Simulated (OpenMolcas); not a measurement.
**Single-point calculation, with input and output: CHClGeNO (part 2 of 3)**

Continued. System: CHClGeNO, multiplicity 2. Method: HF/ANO-RCC-MB, ROHF, DKH2 (OpenMolcas 26.06). The geometry comes from this level: PBE0-D4/def2-TZVP.

Geometry of the input (Å):
```
O  0.0241  -1.6171  -2.2451
C  -0.2429  -1.0200  -1.2847
N  -0.5752  -0.4543  -0.2730
Ge -0.1533  1.0673  0.6511
Cl 1.9469  0.9762  1.1328
H  -0.9577  0.9839  1.9727
```

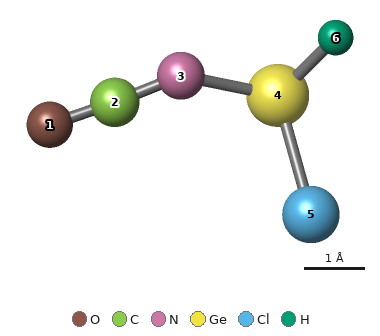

*The structure as given in the input (ball-and-stick view, seen on its broad side; atoms are numbered from 1 in the order of the input). Sticks mark near contacts.*

Log, continued
```
      Molecular orbitals for symmetry species 1: a

          Orbital            1         2         3         4         5         6         7         8         9        10
          Energy         -410.9813 -105.2029  -53.6183  -46.7162  -46.7163  -46.7158  -20.6626  -15.6147  -11.6208  -10.6340
          Occ. No.          2.0000    2.0000    2.0000    2.0000    2.0000    2.0000    2.0000    2.0000    2.0000    2.0000

        1 O1     1s         0.0000   -0.0000   -0.0000   -0.0000    0.0000   -0.0000    1.0000    0.0001   -0.0005    0.0000
        2 O1     2s         0.0000   -0.0000   -0.0000   -0.0000    0.0001    0.0000   -0.0217   -0.0019    0.0017   -0.0002
        3 O1     2px       -0.0000    0.0000    0.0000   -0.0000    0.0000   -0.0000   -0.0036   -0.0014   -0.0042    0.0000
        4 O1     2py        0.0000    0.0000   -0.0000   -0.0000    0.0000    0.0001    0.0034    0.0000    0.0015    0.0001
        5 O1     2pz       -0.0000   -0.0000    0.0000    0.0000   -0.0000   -0.0001    0.0024   -0.0005   -0.0015   -0.0000
        6 C2     1s        -0.0000    0.0000   -0.0000    0.0000   -0.0000   -0.0000    0.0009   -0.0003    1.0007    0.0001
        7 C2     2s         0.0000   -0.0000   -0.0001   -0.0000    0.0001    0.0000   -0.0055   -0.0057   -0.0111   -0.0001
        8 C2     2px        0.0000   -0.0000    0.0000    0.0000    0.0000   -0.0000   -0.0021   -0.0001   -0.0008   -0.0000
        9 C2     2py        0.0000   -0.0000   -0.0001   -0.0000    0.0001    0.0001    0.0018   -0.0018   -0.0029    0.0000
       10 C2     2pz        0.0000   -0.0000   -0.0000   -0.0000    0.0001   -0.0000    0.0003   -0.0038   -0.0081   -0.0001
       11 N3     1s         0.0000    0.0000    0.0000    0.0000   -0.0000   -0.0000   -0.0001    1.0007    0.0008    0.0000
       12 N3     2s         0.0000   -0.0000   -0.0000   -0.0000    0.0001   -0.0000   -0.0056   -0.0050   -0.0071   -0.0000
       13 N3     2px        0.0000   -0.0000   -0.0000    0.0000    0.0001    0.0000   -0.0016    0.0001   -0.0028   -0.0002
       14 N3     2py        0.0000    0.0000   -0.0000    0.0000   -0.0000    0.0000    0.0014    0.0013    0.0041    0.0001
       15 N3     2pz        0.0000    0.0000    0.0000    0.0000   -0.0001   -0.0001    0.0015   -0.0004    0.0049    0.0001
       16 GE4    1s         1.0000   -0.0000   -0.0000   -0.0000   -0.0000    0.0000    0.0000   -0.0000    0.0000    0.0000
       17 GE4    2s         0.0000   -0.0000    1.0000   -0.0006   -0.0002    0.0005    0.0000   -0.0000    0.0000    0.0000
       18 GE4    3s        -0.0000   -0.0000   -0.0027    0.0001    0.0000   -0.0000   -0.0000   -0.0002   -0.0000    0.0001
       19 GE4    4s         0.0001    0.0000   -0.0006   -0.0000   -0.0000   -0.0000   -0.0008   -0.0004    0.0000    0.0004
       20 GE4    2px        0.0000   -0.0000    0.0005    0.2500    0.9054   -0.3432    0.0000    0.0000    0.0000    0.0000
       21 GE4    3px       -0.0000   -0.0000    0.0000   -0.0000   -0.0000    0.0000   -0.0002   -0.0001   -0.0002    0.0000
       22 GE4    4px       -0.0000    0.0000   -0.0000    0.0000    0.0001   -0.0000   -0.0003   -0.0005   -0.0014    0.0006
       23 GE4    2py       -0.0000    0.0000   -0.0006   -0.7695    0.4009    0.4971   -0.0000    0.0000   -0.0000    0.0000
       24 GE4    3py        0.0000   -0.0000   -0.0001    0.0000   -0.0000   -0.0000   -0.0003   -0.0000   -0.0002    0.0000
       25 GE4    4py        0.0000    0.0000   -0.0000   -0.0001    0.0000    0.0000   -0.0001    0.0003   -0.0009   -0.0000
       26 GE4    2pz        0.0000   -0.0000    0.0000    0.5877    0.1398    0.7969    0.0000    0.0000   -0.0000    0.0000
       27 GE4    3pz       -0.0000    0.0000    0.0000   -0.0000    0.0000   -0.0000   -0.0001    0.0001    0.0002    0.0000
       28 GE4    4pz       -0.0000   -0.0000    0.0000    0.0000    0.0000    0.0000   -0.0004    0.0003   -0.0008    0.0001
       29 GE4    3d2-       0.0000   -0.0000   -0.0000   -0.0000    0.0000    0.0000   -0.0011   -0.0006   -0.0014   -0.0000
       30 GE4    3d1-       0.0000    0.0000   -0.0000   -0.0000    0.0000   -0.0000    0.0002    0.0002    0.0010    0.0000
       31 GE4    3d0       -0.0000   -0.0000    0.0000   -0.0000   -0.0001   -0.0001    0.0009   -0.0002   -0.0014   -0.0001
       32 GE4    3d1+      -0.0000    0.0000    0.0000    0.0000   -0.0000    0.0000    0.0010    0.0004    0.0008    0.0001
       33 GE4    3d2+      -0.0000    0.0000    0.0000   -0.0000    0.0000   -0.0000    0.0015    0.0004    0.0004    0.0001
       34 CL5    1s         0.0000    1.0000   -0.0000    0.0000   -0.0000    0.0000    0.0000    0.0000    0.0000   -0.0001
       35 CL5    2s         0.0000   -0.0001   -0.0000    0.0000   -0.0000    0.0000    0.0001    0.0000    0.0002   -0.9997
       36 CL5    3s         0.0000   -0.0001   -0.0000    0.0000   -0.0000    0.0000    0.0008    0.0003    0.0007    0.0234
       37 CL5    2px       -0.0000   -0.0001   -0.0000   -0.0000    0.0000   -0.0000   -0.0000   -0.0000   -0.0000    0.0122
       38 CL5    3px       -0.0000    0.0000   -0.0000    0.0000    0.0000   -0.0000    0.0013    0.0010    0.0027    0.0010
       39 CL5    2py        0.0000    0.0000    0.0000    0.0000   -0.0000   -0.0000    0.0000   -0.0000    0.0000   -0.0006
       40 CL5    3py        0.0000    0.0000   -0.0000   -0.0000   -0.0000    0.0001   -0.0005    0.0004    0.0019    0.0002
       41 CL5    2pz       -0.0000   -0.0000   -0.0000    0.0000   -0.0000   -0.0000    0.0000    0.0000   -0.0000    0.0029
       42 CL5    3pz       -0.0000   -0.0000   -0.0000    0.0000    0.0001    0.0000   -0.0005    0.0003    0.0019    0.0001
       43 H6     1s         0.0000   -0.0000   -0.0000    0.0000    0.0000   -0.0001    0.0001    0.0000    0.0000   -0.0000

          Orbital           11        12        13        14        15        16        17        18        19        20
          Energy           -8.0350   -8.0313   -8.0308   -7.5886   -5.3960   -5.3938   -5.3881   -1.7663   -1.7784   -1.7751
          Occ. No.          2.0000    2.0000    2.0000    2.0000    2.0000    2.0000    2.0000    2.0000    2.0000    2.0000

        1 O1     1s        -0.0000   -0.0000    0.0000   -0.0000    0.0000    0.0002   -0.0001   -0.0010    0.0005   -0.0006
        2 O1     2s        -0.0004   -0.0000    0.0004   -0.0018   -0.0008    0.0092   -0.0075   -0.0518    0.0181    0.0065
        3 O1     2px        0.0000   -0.0000   -0.0001   -0.0012    0.0020    0.0006    0.0040    0.0062   -0.0070   -0.0054
        4 O1     2py        0.0000   -0.0001    0.0001   -0.0003   -0.0029    0.0028   -0.0114   -0.0289    0.0233    0.0104
        5 O1     2pz        0.0001    0.0002   -0.0005   -0.0001    0.0020   -0.0057    0.0122    0.0424   -0.0303    0.0047
        6 C2     1s         0.0001    0.0000   -0.0000    0.0003    0.0001   -0.0012    0.0002    0.0056    0.0001   -0.0031
        7 C2     2s        -0.0003    0.0000    0.0000   -0.0026   -0.0007    0.0083   -0.0022   -0.0412   -0.0024    0.0223
        8 C2     2px       -0.0001    0.0001   -0.0002   -0.0006   -0.0005    0.0004    0.0028   -0.0006   -0.0041    0.0131
        9 C2     2py       -0.0002   -0.0002    0.0004   -0.0013   -0.0032    0.0091   -0.0153   -0.0631    0.0333    0.0098
       10 C2     2pz       -0.0002   -0.0000   -0.0000   -0.0015    0.0018    0.0042    0.0068   -0.0085   -0.0157    0.0052
       11 N3     1s         0.0000   -0.0000   -0.0000    0.0000    0.0000   -0.0011    0.0002    0.0030    0.0020   -0.0019
       12 N3     2s        -0.0001    0.0001   -0.0003   -0.0023    0.0015    0.0026    0.0053    0.0248   -0.0336    0.0013
       13 N3     2px       -0.0004    0.0002   -0.0000   -0.0009   -0.0023    0.0061   -0.0011   -0.0286    0.0031    0.0302
       14 N3     2py        0.0000    0.0001    0.0000    0.0009   -0.0023   -0.0011   -0.0077    0.0079    0.0042   -0.0034
       15 N3     2pz        0.0003    0.0001   -0.0004    0.0014    0.0017   -0.0097    0.0106    0.0687   -0.0266   -0.0103
       16 GE4    1s        -0.0000   -0.0000    0.0000    0.0000   -0.0000   -0.0000   -0.0000   -0.0000    0.0001    0.0000
       17 GE4    2s        -0.0000   -0.0000    0.0000    0.0028   -0.0001   -0.0000   -0.0001   -0.0003    0.0005    0.0000
       18 GE4    3s        -0.0000   -0.0000   -0.0003    0.9999   -0.0052    0.0002    0.0029   -0.0012    0.0016    0.0002
       19 GE4    4s        -0.0003   -0.0003   -0.0003   -0.0252    0.0022   -0.0008    0.0073    0.0105   -0.0305    0.0015
       20 GE4    2px       -0.0000   -0.0000   -0.0000   -0.0000    0.0000   -0.0000   -0.0000    0.0001   -0.0001    0.0000
       21 GE4    3px       -0.0001    0.0002    0.0002    0.0038    0.5466   -0.7920   -0.2701    0.0023   -0.0006   -0.0002
       22 GE4    4px       -0.0003   -0.0002   -0.0000    0.0000    0.0018   -0.0030   -0.0017    0.0082    0.0107   -0.0136
       23 GE4    2py       -0.0000    0.0000   -0.0000    0.0000   -0.0000   -0.0000    0.0000    0.0001   -0.0001    0.0001
       24 GE4    3py       -0.0001    0.0001   -0.0005   -0.0047   -0.5981   -0.5952    0.5362    0.0041    0.0026    0.0017
       25 GE4    4py        0.0002   -0.0003    0.0001   -0.0010   -0.0006    0.0006   -0.0017   -0.0075    0.0011   -0.0076
       26 GE4    2pz       -0.0000   -0.0000   -0.0000   -0.0000    0.0000    0.0000   -0.0000    0.0001    0.0000   -0.0001
       27 GE4    3pz        0.0000    0.0000    0.0000    0.0004    0.5859    0.1319    0.7982    0.0057    0.0014   -0.0032
       28 GE4    4pz       -0.0003    0.0000    0.0000   -0.0000    0.0007    0.0038    0.0039   -0.0180   -0.0153    0.0210
       29 GE4    3d2-      -0.0003   -0.0000    0.0001   -0.0008   -0.0035    0.0046    0.0018    0.2685   -0.5070   -0.5335
       30 GE4    3d1-       0.0000   -0.0001   -0.0003   -0.0000   -0.0036   -0.0026   -0.0067    0.3371   -0.4818   -0.2156
       31 GE4    3d0        0.0000    0.0004   -0.0003   -0.0002    0.0016   -0.0048    0.0163    0.3143    0.2125    0.1259
       32 GE4    3d1+       0.0003   -0.0003   -0.0001   -0.0000    0.0020   -0.0046    0.0067   -0.2809   -0.6708    0.6471
       33 GE4    3d2+       0.0000    0.0002   -0.0000    0.0002    0.0014   -0.0076    0.0125   -0.7802   -0.0703   -0.4710
       34 CL5    1s        -0.0001   -0.0000   -0.0000   -0.0000   -0.0000    0.0000   -0.0000    0.0001    0.0001    0.0001
       35 CL5    2s        -0.0118   -0.0040   -0.0005   -0.0002   -0.0001    0.0001   -0.0002    0.0004    0.0010    0.0008
       36 CL5    3s         0.0015    0.0004    0.0004   -0.0002    0.0007   -0.0007    0.0014   -0.0242    0.0011    0.0054
       37 CL5    2px       -0.8582   -0.4687   -0.2090    0.0001    0.0003   -0.0002    0.0000   -0.0012   -0.0007   -0.0003
       38 CL5    3px       -0.0029   -0.0013   -0.0003    0.0011   -0.0012    0.0007   -0.0009    0.0017   -0.0004    0.0129
       39 CL5    2py        0.2944   -0.7833    0.5475    0.0001   -0.0002   -0.0003    0.0003    0.0000    0.0003    0.0004
       40 CL5    3py        0.0020   -0.0027    0.0011    0.0003    0.0016   -0.0047   -0.0122    0.0209    0.0333   -0.0534
       41 CL5    2pz       -0.4204    0.4084    0.8103    0.0003   -0.0003   -0.0001    0.0003    0.0002   -0.0002   -0.0005
       42 CL5    3pz       -0.0023    0.0015    0.0018    0.0003   -0.0053    0.0093   -0.0065   -0.0575    0.0171    0.0512
       43 H6     1s        -0.0002   -0.0001   -0.0001   -0.0015    0.0001    0.0041    0.0063   -0.0115   -0.0168    0.0131

          Orbital           21        22        23        24        25        26        27        28        29        30
          Energy           -1.6562   -1.7505   -1.1032   -0.9415   -0.8371   -0.7109   -0.5336   -0.6304   -1.2630   -1.2921
          Occ. No.          2.0000    2.0000    2.0000    2.0000    2.0000    2.0000    2.0000    2.0000    2.0000    2.0000

        1 O1     1s         0.0010    0.0002   -0.0113    0.0321    0.0297    0.0104   -0.0035    0.0130    0.0197    0.0064
        2 O1     2s        -0.0603    0.0483   -0.0579    0.1536    0.2126    0.0790   -0.1044    0.1123    0.3943    0.8257
        3 O1     2px        0.0856   -0.0239   -0.0528    0.1667    0.3306   -0.2532    0.0704   -0.2538    0.1906   -0.0598
        4 O1     2py       -0.1065    0.0444    0.0640   -0.2209   -0.2980   -0.2164   -0.0794   -0.1509   -0.0606   -0.0298
        5 O1     2pz        0.0856   -0.0415    0.1505   -0.3835   -0.2919   -0.0914    0.1728   -0.2279    0.0779   -0.0980
        6 C2     1s         0.0055   -0.0066   -0.0132    0.0340    0.0329   -0.0058   -0.0017    0.0084   -0.0467   -0.0233
        7 C2     2s        -0.0310    0.0411    0.1250   -0.3015   -0.1097   -0.0078    0.0353   -0.0287    0.3462   -0.1490
        8 C2     2px        0.0547   -0.0135   -0.0182    0.0179    0.0948   -0.3265    0.0539   -0.3625    0.0612    0.0310
        9 C2     2py       -0.1157    0.0696   -0.0723    0.1658    0.0683   -0.0637   -0.1385   -0.0281    0.0609   -0.1102
       10 C2     2pz        0.0783   -0.0121   -0.0337    0.1506    0.3392    0.0995    0.0692    0.0896    0.2558   -0.2247
       11 N3     1s        -0.0004   -0.0038    0.0034   -0.0077   -0.0066   -0.0089    0.0061   -0.0086   -0.0275    0.0255
       12 N3     2s         0.0315    0.0013   -0.1423    0.3737   -0.3893    0.3114    0.0814   -0.1155    0.3490   -0.0873
       13 N3     2px        0.0159    0.0192   -0.0434    0.0589    0.0855   -0.2434   -0.0246   -0.2187    0.1268   -0.0276
       14 N3     2py       -0.0624    0.0236   -0.1210    0.2385   -0.2775   -0.0513   -0.0859   -0.2157   -0.1708    0.1072
       15 N3     2pz        0.0924   -0.0686   -0.0587    0.1237   -0.1530   -0.0228    0.0794   -0.1204   -0.2160    0.1421
       16 GE4    1s        -0.0001    0.0000    0.0009   -0.0006    0.0008    0.0005    0.0001   -0.0001   -0.0002   -0.0000
       17 GE4    2s        -0.0007    0.0002    0.0059   -0.0042    0.0056    0.0033    0.0004   -0.0007   -0.0010    0.0000
       18 GE4    3s        -0.0022    0.0006    0.0277   -0.0171    0.0224    0.0100    0.0018    0.0004   -0.0006    0.0004
       19 GE4    4s         0.0579   -0.0202   -0.1664    0.1521   -0.2517   -0.1812    0.0085    0.1273    0.0079    0.0242
       20 GE4    2px        0.0000    0.0001    0.0006    0.0005   -0.0002    0.0010    0.0002   -0.0009   -0.0005    0.0002
       21 GE4    3px       -0.0013   -0.0006    0.0134    0.0117   -0.0046    0.0181    0.0056   -0.0173    0.0083    0.0038
       22 GE4    4px       -0.0122   -0.0195   -0.0651   -0.0285   -0.0068   -0.2081   -0.0570    0.1938    0.0429   -0.0272
       23 GE4    2py        0.0002   -0.0001   -0.0005    0.0009   -0.0009    0.0000   -0.0003   -0.0006   -0.0001    0.0001
       24 GE4    3py        0.0049   -0.0035   -0.0091    0.0193   -0.0178    0.0015   -0.0047   -0.0110    0.0112    0.0073
       25 GE4    4py       -0.0157    0.0145    0.0515   -0.0872    0.1175   -0.0054    0.0557    0.0619    0.0384   -0.0308
       26 GE4    2pz       -0.0001    0.0000   -0.0001    0.0007   -0.0006    0.0001   -0.0004   -0.0007    0.0001   -0.0000
       27 GE4    3pz        0.0012    0.0017    0.0009    0.0138   -0.0132    0.0011   -0.0094   -0.0149   -0.0040    0.0098
       28 GE4    4pz        0.0219    0.0104    0.0141   -0.0789    0.0727   -0.0168    0.0957    0.1106    0.0491   -0.0290
       29 GE4    3d2-      -0.4068   -0.4480    0.0133   -0.0139    0.0441   -0.0211    0.0007   -0.0153    0.0651   -0.0075
       30 GE4    3d1-       0.3485    0.6864   -0.0033   -0.0481    0.0239   -0.0221   -0.0144    0.0383   -0.0331    0.0289
       31 GE4    3d0       -0.7214    0.4467    0.0040    0.0404    0.0558   -0.0454   -0.0130   -0.0050    0.0285   -0.0885
       32 GE4    3d1+      -0.1967   -0.0256    0.0318    0.0146    0.0365   -0.0037   -0.0131   -0.0085   -0.0459   -0.0074
       33 GE4    3d2+      -0.1606    0.2973    0.0299    0.0483   -0.0136   -0.0048    0.0029   -0.0410   -0.0407   -0.0438
       34 CL5    1s        -0.0002    0.0002    0.0010   -0.0002    0.0008    0.0026    0.0003   -0.0022   -0.0005    0.0002
       35 CL5    2s        -0.0029    0.0020   -0.0103   -0.0119    0.0100    0.0269    0.0026   -0.0223   -0.0058    0.0018
       36 CL5    3s        -0.0568    0.0150   -0.8329   -0.4296    0.1399    0.2523    0.0101   -0.1735   -0.0397   -0.0016
       37 CL5    2px        0.0007   -0.0005   -0.0044    0.0007   -0.0030   -0.0076   -0.0005    0.0071    0.0010   -0.0006
       38 CL5    3px       -0.0040    0.0343    0.1187   -0.0255    0.1260    0.4805   -0.0628   -0.5504   -0.1098    0.0512
       39 CL5    2py        0.0005    0.0002   -0.0001    0.0007   -0.0011   -0.0000   -0.0015   -0.0009    0.0002   -0.0001
       40 CL5    3py       -0.0951    0.0226   -0.0090    0.0941   -0.0104    0.0304    0.5930   -0.1317   -0.0520    0.0941
       41 CL5    2pz        0.0005   -0.0003   -0.0011    0.0008   -0.0014   -0.0020   -0.0022    0.0004   -0.0001   -0.0004
       42 CL5    3pz       -0.0723    0.0682   -0.0733    0.0853   -0.0711   -0.0514    0.6756    0.0755   -0.0519    0.0851
       43 H6     1s         0.0423    0.0177    0.0150   -0.0218    0.0275    0.0551    0.0288   -0.0185   -0.0044   -0.0000

          Orbital           31        32        33        34        35        36        37        38        39        40
          Energy           -0.8233   -0.5446   -0.5835   -0.5710   -0.4995   -0.2313    0.1772    0.1588    0.2548    0.2459
          Occ. No.          1.9999    1.9998    1.9992    1.9988    1.9958    1.0000    0.0042    0.0012    0.0008    0.0002
```
